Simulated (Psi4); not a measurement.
**singlet [NH3]2+ at 6 levels**

We compute a comparison of 6 runs (HF/STO-3G, HF/3-21G, B3LYP/6-31G*, wB97X-V/cc-pVTZ, MP3/cc-pVTZ) of singlet [NH3]2+. 

The calculation is run with Psi4 1.11.

1 further run of the same task is left out (set aside as unsound or not needed).

### Step 1. The structure to begin with

[NH3]2+: 4 atoms, total charge +2, spin state singlet. As SMILES of the parent species, `[NH3+]`. The shape is that of a GFN2-xTB optimisation. That shape belongs to the parent species and isn't relaxed for this state.

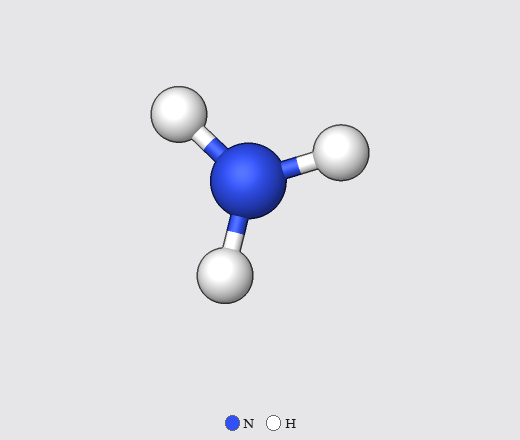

The structure, seen from a chosen angle (nitrogen blue, hydrogen white).

### Step 2. The energy at HF/STO-3G (run 1)

h3n.py reads:

```python
import psi4

psi4.set_memory('1600 MB')
psi4.set_num_threads(1)
psi4.core.set_output_file('run.log', False)

m = psi4.geometry("""
2 1
N      0.000140    -0.000820    -0.000330
H      0.510700    -0.238750     0.859300
H     -0.995460    -0.239520    -0.089810
H      0.484620     0.479080    -0.769160
symmetry c1
""")

psi4.set_options({
    'basis': 'STO-3G',
    'reference': 'rhf',
    'puream': True,
    'e_convergence': 1e-09,
    'd_convergence': 1e-08,
    'scf_type': 'pk',
})

e_tot, wfn = psi4.energy('hf', return_wfn=True)
psi4.oeprop(wfn, 'QUADRUPOLE', 'DIPOLE', 'MAYER_INDICES', title='HF')
print('E =', round(e_tot, 9))
for k, v in sorted(psi4.core.scalar_variables().items()):
    print(f'{k:45s} {v:18.10f}')
```

On the command line:

```console
python h3n.py
```

run.log:

```text
[...]
  Running in c1 symmetry.
[...]
  Nuclear repulsion =   11.704920460444230
[...]
  Multiplicity = 1
[...]
  Nalpha       = 4
  Nbeta        = 4
[...]
    Number of basis functions: 8
[...]
   @RHF iter   1:   -54.17462085121172    2.83143e-01   6.56045e-02 DIIS/ADIIS
[...]
   @RHF iter   6:   -54.34096205337622   -1.63425e-12   4.54961e-09 DIIS
[...]
    Orbital Energies [Eh]
    ---------------------
    Doubly Occupied:
       1A    -16.566899     2A     -2.011701     3A     -1.547530
       4A     -1.547454
[...]
  @RHF Final Energy:   -54.34096205337622
   => Energetics <=
    Nuclear Repulsion Energy =             11.7049204604442298
    One-Electron Energy =                 -88.7445960330901755
    Two-Electron Energy =                  22.6987135192697309
    Total Energy =                        -54.3409620533762165
[...]
 Multipole Moments:
 ------------------------------------------------------------------------------------
     Multipole            Electronic (a.u.)      Nuclear  (a.u.)        Total (a.u.)
 ------------------------------------------------------------------------------------
 L = 1.  Multiply by 2.5417464519 to convert [e a0] to [Debye]
 Dipole X            :          0.0001777           -0.0004319           -0.0002542
 Dipole Y            :         -0.0007088            0.0025217            0.0018130
 Dipole Z            :         -0.0002774            0.0010179            0.0007405
 Magnitude           :                                                    0.0019748
 L = 2.  Multiply by 1.3450342976 to convert [e a0^2] to [Debye ang]
 Quadrupole XX       :         -6.4250969            5.3087868           -1.1163101
 Quadrupole XY       :         -0.7380149            1.2451385            0.5071236
[...]
```

Standard output:

```text
E = -54.340962053
CURRENT ENERGY                                    -54.3409620534
CURRENT REFERENCE ENERGY                          -54.3409620534
DD SOLVATION ENERGY                                 0.0000000000
HF KINETIC ENERGY                                  52.9952941658
HF POTENTIAL ENERGY                              -107.3362562192
HF TOTAL ENERGY                                   -54.3409620534
HF VIRIAL RATIO                                     2.0253922147
NUCLEAR REPULSION ENERGY                           11.7049204604
ONE-ELECTRON ENERGY                               -88.7445960331
PCM POLARIZATION ENERGY                             0.0000000000
PE ENERGY                                           0.0000000000
SCF ITERATION ENERGY                              -54.3409620534
SCF ITERATIONS                                      6.0000000000
SCF TOTAL ENERGY                                  -54.3409620534
TWO-ELECTRON ENERGY                                22.6987135193
```

Run time: 0.96 s. Hardware: 1 thread of Intel Xeon 6975P-C (Granite Rapids), shared host; peak memory 0.17 GiB.

### Step 3. A single-point energy at HF/3-21G (run 2)

calc.dat reads:

```
memory 1600 mb

molecule m {
  2 1
  N      0.00026456    -0.00154958    -0.00062361
  H      0.96508313    -0.45117211     1.62384166
  H     -1.88114677    -0.45262720    -0.16971630
  H      0.91579907     0.90532999    -1.45350175
  units au
  symmetry c1
}

set globals {
  basis 3-21G
  puream true
  e_convergence 1e-09
  d_convergence 1e-08
  scf_type pk
}

result, w = energy('scf', return_wfn=True)
oeprop(w, 'DIPOLE', 'MULLIKEN_CHARGES', 'LOWDIN_CHARGES', title='SCF')
print_variables()
```

On the command line:

```console
psi4 -i calc.dat -o calc.out -n 1
```

calc.out:

```text
[...]
  Running in c1 symmetry.
[...]
  Nuclear repulsion =   11.704920463920402
[...]
  Multiplicity = 1
[...]
  Nalpha       = 4
  Nbeta        = 4
[...]
    Number of basis functions: 15
[...]
   @RHF iter   1:   -54.59507971300814    7.55636e-01   3.35439e-02 DIIS/ADIIS
[...]
   @RHF iter   8:   -54.72996639299212   -1.35003e-13   1.15787e-09 DIIS
[...]
    Orbital Energies [Eh]
    ---------------------
    Doubly Occupied:
       1A    -16.509072     2A     -1.987625     3A     -1.525270
       4A     -1.525196
[...]
  @RHF Final Energy:   -54.72996639299212
   => Energetics <=
    Nuclear Repulsion Energy =             11.7049204639204021
    One-Electron Energy =                 -89.7754485607505472
    Two-Electron Energy =                  23.3405617038380271
    Total Energy =                        -54.7299663929921181
[...]
 Multipole Moments:
 ------------------------------------------------------------------------------------
     Multipole            Electronic (a.u.)      Nuclear  (a.u.)        Total (a.u.)
 ------------------------------------------------------------------------------------
 L = 1.  Multiply by 2.5417464519 to convert [e a0] to [Debye]
 Dipole X            :          0.0001774           -0.0004319           -0.0002545
 Dipole Y            :         -0.0007858            0.0025217            0.0017359
 Dipole Z            :         -0.0002974            0.0010179            0.0007205
 Magnitude           :                                                    0.0018966
[...]
```

Wall time 0.98 s (1 thread of Intel Xeon 6975P-C (Granite Rapids), shared host); peak memory 0.18 GiB.

Runs 3 to 5 aren't shown in full; the table further down has their settings and results.

### Step 4. A single-point energy at MP3/cc-pVTZ (run 6)

calc.py reads:

```python
import psi4

psi4.set_memory('1600 MB')
psi4.set_num_threads(1)
psi4.core.set_output_file('h3n.out', False)

molecule = psi4.geometry("""
2 1
N
H 1 1.027738
H 1 1.027718 2 120.02048
H 1 1.027679 3 120.00147 2 -179.77124
symmetry c1
""")

options = {'basis': 'cc-pVTZ', 'puream': True, 'e_convergence': 1e-09, 'd_convergence': 1e-08, 'scf_type': 'pk', 'num_frozen_docc': 1, 'mp_type': 'conv'}
psi4.set_options(options)

E, wfn = psi4.energy("mp3", molecule=molecule, return_wfn=True)
print('E =', round(E, 9))
```

On the command line:

```console
python calc.py
```

h3n.out:

```text
[...]
  Running in c1 symmetry.
[...]
  Nuclear repulsion =   11.704921003285136
[...]
  Multiplicity = 1
[...]
  Nalpha       = 4
  Nbeta        = 4
[...]
    Number of basis functions: 72
[...]
   @RHF iter   1:   -54.94127063130996    6.79292e-01   6.35886e-03 DIIS/ADIIS
[...]
   @RHF iter   8:   -55.06437610507348   -5.61329e-13   1.22652e-09 DIIS
[...]
  @RHF Final Energy:   -55.06437610507348
   => Energetics <=
    Nuclear Repulsion Energy =             11.7049210032851363
    One-Electron Energy =                 -90.3404330963609681
    Two-Electron Energy =                  23.5711359880023572
    Total Energy =                        -55.0643761050734781
[...]
 Multipole Moments:
 ------------------------------------------------------------------------------------
     Multipole            Electronic (a.u.)      Nuclear  (a.u.)        Total (a.u.)
 ------------------------------------------------------------------------------------
 L = 1.  Multiply by 2.5417464519 to convert [e a0] to [Debye]
 Dipole X            :         -0.0011375            0.0027402            0.0016028
 Dipole Y            :          0.0000911           -0.0002647           -0.0001736
 Dipole Z            :          0.0000127            0.0000529            0.0000656
 Magnitude           :                                                    0.0016135
[...]
	SCS-MP2 Total Energy (a.u.)        :   -55.22350170992564
	SOS-MP2 Total Energy (a.u.)        :   -55.22864387562142
[...]
	SOS-PI-MP2 Total Energy (a.u.)     :   -55.24127985797126
[...]
	MP2 Total Energy (a.u.)            :   -55.21321737853409
[...]
	SCS-MP3 Total Energy (a.u.)        :   -55.22806009620150
[...]
	MP3 Total Energy (a.u.)            :   -55.23145092363757
[...]
```

Standard output:

```text
E = -55.231450924
```

It took 2.7 s on 1 thread of Intel Xeon 6975P-C (Granite Rapids), shared host; peak memory 0.52 GiB.

### Step 5. All runs side by side

```csv
run,level,integration grid,task,energy (Eh),HOMO energy (eV),LUMO energy (eV),HOMO–LUMO gap (eV),wall time
1,HF/STO-3G,–,energy,-54.340962,-42.11,-21.60,20.51,0.96 s
2,HF/3-21G,–,energy,-54.729966,-41.50,-21.20,20.30,0.98 s
3,B3LYP/6-31G* (spherical functions),99 radial × 590 angular,energy,-55.306283,-36.32,-28.13,8.19,2.2 s
4,B3LYP/6-31G* (Cartesian functions),99 radial × 590 angular,gradient,-55.307472,-36.32,-28.13,8.19,2.5 s
5,wB97X-V/cc-pVTZ,99 radial × 590 angular,energy,-55.320123,-39.17,-24.83,14.34,17 s
6,MP3/cc-pVTZ,–,energy,-55.231451,-41.37,-20.91,20.46,2.7 s
```

### Step 6. Outcome

| quantity | value |
| --- | --- |
| run 6: total energy | -55.23145 Eh |
| run 6: HOMO energy (Hartree–Fock orbitals) | -41.37 eV |
| run 6: LUMO energy (Hartree–Fock orbitals) | -20.91 eV |
| run 6: HOMO–LUMO gap (Hartree–Fock orbitals) | 20.46 eV |
| run 6: correlation energy (1 core orbital frozen) | -167.1 mEh |

In words: Over runs 1, 2, 3, 4, 5 the HOMO–LUMO gap runs from 8.19 eV (B3LYP/6-31G*) to 20.51 eV (HF/STO-3G). The two ends differ in method and basis. Totals of different functionals can't be ranked against each other. In run 1 the basis is minimal, so the values are rough. All runs together took 26 s, the longest 17 s.
